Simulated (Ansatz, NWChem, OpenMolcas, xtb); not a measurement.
## Ligand exchange: GaH(CH3)Cl + NaNH2 → GaH(CH3)(NH2) + NaCl

Gas-phase species: GaH(CH3)Cl, singlet; NaNH2 `[NH2][Na]`, singlet; GaH(CH3)(NH2), singlet; NaCl, singlet. The partners trade Cl for NH2: Ga–Cl and Na–NH2 bonds give way to Ga–NH2 and Na–Cl.

Shapes, held fixed at every level: PBE0-D4/def2-TZVP. Programs: Ansatz 0.2.0, NWChem 7.3.0, OpenMolcas 26.06, xtb 6.7.1. A level may come from different programs for different species; with the same settings they agree closely. Electronic energies: no zero-point or thermal term.

```csv
level,kind,ΔE (kJ/mol)
GFN2-xTB,semi-empirical,-112.5
HF/STO-3G,Hartree–Fock,-308.4
HF/3-21G,Hartree–Fock,-255.8
HF/def2-SVP,Hartree–Fock,-166.7
B3LYP/6-31G* (spherical functions),global hybrid,-148.0
PBE0/def2-SVP,global hybrid,-149.3
```

PBE0/def2-SVP gives ΔE = -149.3 kJ/mol; the levels span -308.4 to -112.5. The median of the levels is -158.0. No measured value is set beside it here. Relativity is left out for Ga. Sets without diffuse functions underbind ionic bonds of s-block metals. Rows in sets without polarisation functions are far from converged.

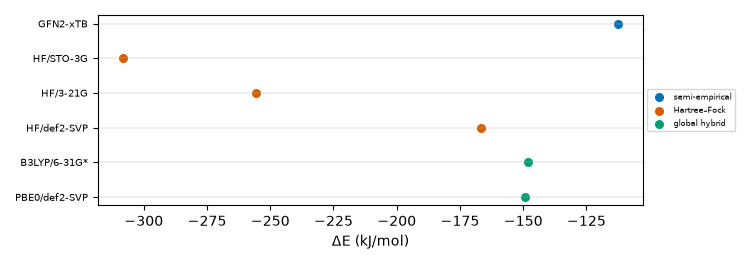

The values of the table, level by level.
